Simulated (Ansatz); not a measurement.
# HS− (SMILES [SH-]): levels of theory compared

Wanted: a comparison of 6 runs (HF/3-21G, wB97M-V/3-21G, SVWN5/cc-pVDZ, UB3LYP/cc-pVDZ, UCCSD(T)/3-21G, FCI/3-21G) of HS−. 

The results are computed with Ansatz 0.2.0.

3 further runs of the same task are left out: 2 that didn't finish, 1 set aside as unsound or not needed.

### Step 1. Starting point

HS−: 2 atoms, total charge -1, spin state singlet. As SMILES, `[SH-]`. The H2–S1 distance was set to 2.019 Å, away from the relaxed value.

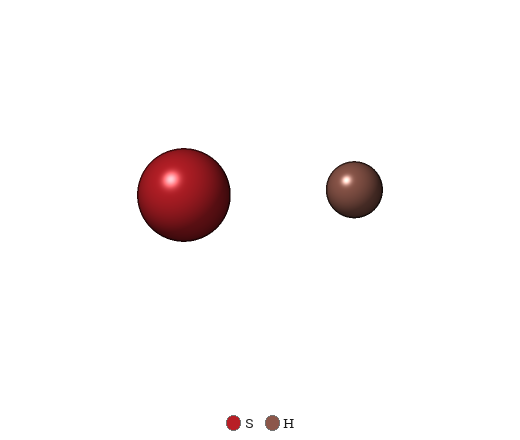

The structure, seen from a chosen angle (sulfur red, hydrogen brown).

### Step 2. A single-point energy at HF/3-21G (run 1)

in.yaml

```yaml
basis:
  gaussian: {orbitals: 3-21G.json}
crystal:
  periodic: [false, false, false]
  atoms:
    - symbol: S
      position_ang: [1.149442, -0.375814, 0.591022]
    - symbol: H
      position_ang: [-0.574700, 0.187900, -0.295500]
total_charge: -1
hamiltonian: {xc: hf}
accuracy: high
```

The basis set 3-21G is read from a file made from the Basis Set Exchange's data (not shown).

Run with:

```console
$ ansatz run in.yaml --threads 1 --pin off --max-ram 2610MiB --events-out events.jsonl --progress --plain --runs-dir runs
```

Standard output:

```text
Warning: RAYON_NUM_THREADS=1 ignored (pool sized by the plan → 1); use --threads N
Functional definition: HF
  name "HF"
  exchange = exact_x
  correlation = 0
265 factors; integrals over basis functions are off by at most 3.6e-9 eV
mean field evaluation 1: about -10777.4692 eV, gradient 7.5e0 eV
mean field evaluation 2: about -10777.4722 eV, gradient 7.5e0 eV
mean field evaluation 4: about -10777.8947 eV, gradient 5.6e-1 eV
mean field evaluation 8: about -10777.8964 eV, gradient 3.1e-6 eV
mean field -10777.89643348 eV, -396.0803884098 hartree, gradient 9.0e-9 eV, S^2 0.000000; 0 other end points of the search recorded, 0 dependent functions left out
reference -10777.89643348 eV, -396.0803884098 hartree; 9, 9 occupied and 6, 6 virtual orbitals, 265 factors
Total energy: -10777.89643348 eV, -396.0803884098 hartree
```

Wall time 0.08 s (1 thread of Arm Neoverse V2, shared host).

### Step 3. A single-point energy at wB97M-V/3-21G (run 2)

in.yaml

```yaml
crystal:
  periodic: [false, false, false]
  atoms:
    - {symbol: S, position_ang: [1.149442, -0.375814, 0.591022]}
    - {symbol: H, position_ang: [-0.574700, 0.187900, -0.295500]}
basis:
  gaussian:
    orbitals: 3-21G.json
accuracy: high
total_charge: -1
hamiltonian:
  xc: {name: wB97M-V}
```

The basis set 3-21G is read from a file made from the Basis Set Exchange's data (not shown).

Run with:

```console
$ ansatz run in.yaml --threads 1 --pin off --max-ram 2610MiB --events-out events.jsonl --progress --plain --runs-dir runs
```

Standard output, shortened:

```text
Warning: RAYON_NUM_THREADS=1 ignored (pool sized by the plan → 1); use --threads N
Functional definition: wB97M-V
  name "wB97M-V"
[...]
  gx(w, u) = 1 - cx + cx01*u + cx10*w
  gss(w, u) = css00 + css04*u^4 + css10*w + css20*w^2 + css43*w^4*u^3
  gos(w, u) = cos00 + cos10*w + (cos20 + cos21*u)*w^2 + (cos60 + cos61*u)*w^6
[...]
      + integral(e_c_pw_mod_opposite_spin*gos(b97_w_opposite, b97_u_opposite)) + vv10(b, c)
265 factors; integrals over basis functions are off by at most 3.6e-9 eV
107 factors; integrals over basis functions are off by at most 1.8e-9 eV
[...]
mean field -10795.78929844 eV, -396.7379390690 hartree, gradient 1.3e-8 eV, S^2 0.000000; 0 other end points of the search recorded, 0 dependent functions left out
reference -10795.78930049 eV, -396.7379391444 hartree; 9, 9 occupied and 6, 6 virtual orbitals, 265 factors
Total energy: -10795.78930049 eV, -396.7379391444 hartree
```

Run time: 3.3 s. Hardware: 1 thread of Arm Neoverse V2, shared host; peak memory 0.15 GiB.

Runs 3 to 5 aren't shown in full; the table further down has their settings and results.

### Step 4. The energy at FCI/3-21G (run 6)

run.yaml

```yaml
crystal:
  periodic: [false, false, false]
  atoms:
    - {symbol: S, position_ang: [1.149442, -0.375814, 0.591022]}
    - {symbol: H, position_ang: [-0.574700, 0.187900, -0.295500]}
basis:
  gaussian: {orbitals: 3-21G.json}
total_charge: -1
magnetization: {spin_polarized: false, initial_magnetization: 0}
correlation: {method: fci, frozen_orbitals: {H: 0, S: 5}}
accuracy: high
```

The basis set 3-21G is read from a file made from the Basis Set Exchange's data (not shown).

Run with:

```console
$ ansatz run run.yaml --threads 1 --pin off --max-ram 2610MiB --events-out events.jsonl --progress --plain --runs-dir runs
```

Standard output:

```text
Warning: RAYON_NUM_THREADS=1 ignored (pool sized by the plan → 1); use --threads N
Functional definition: HF
  name "HF"
  exchange = exact_x
  correlation = 0
265 factors; integrals over basis functions are off by at most 3.6e-9 eV
mean field evaluation 1: about -10777.4692 eV, gradient 7.5e0 eV
mean field evaluation 2: about -10777.4722 eV, gradient 7.5e0 eV
mean field evaluation 4: about -10777.8947 eV, gradient 5.6e-1 eV
mean field evaluation 8: about -10777.8964 eV, gradient 3.1e-6 eV
mean field -10777.89643348 eV, -396.0803884098 hartree, gradient 9.0e-9 eV, S^2 0.000000; 0 other end points of the search recorded, 0 dependent functions left out; unrestricted orbitals would lower it
mean field evaluation 16: about -10777.9556 eV, gradient 6.2e0 eV
5 core orbitals not correlated: weight in the atoms' cores, before any rotation towards them, 1.000 or more for the frozen orbitals, at most 0.000 for the correlated occupied ones
reference -10777.89643348 eV, -396.0803884098 hartree; 4, 4 occupied and 6, 6 virtual orbitals, 265 factors
state -10780.20325983 eV, -396.1651627146 hartree
Total energy: -10780.20325983 eV, -396.1651627146 hartree
```

Wall time 0.5 s (1 thread of Arm Neoverse V2, shared host).

### Step 5. Overview of the runs

```tsv
run	level	frozen core orbitals	energy (Eh)	wall time
1	HF/3-21G	–	-396.080388	0.08 s
2	wB97M-V/3-21G	–	-396.737939	3.3 s
3	SVWN5/cc-pVDZ	–	-397.346769	0.36 s
4	UB3LYP/cc-pVDZ	–	-398.753513	1.4 s
5	UCCSD(T)/3-21G	5	-396.164501	0.34 s
6	FCI/3-21G	5	-396.165163	0.5 s
```

### Step 6. Outcome

| quantity | value |
| --- | --- |
| run 6: total energy | -396.16516 Eh |
| run 6: correlation energy (5 core orbitals frozen) | -84.8 mEh |

What this shows: Against full CI in this basis: HF +84.8 mEh; UCCSD(T) +0.7 mEh. Totals of different functionals can't be ranked against each other. Spin contamination of the reference: run 5 ⟨S²⟩ = 0.45. All runs together took 6 s, the longest 3.3 s.
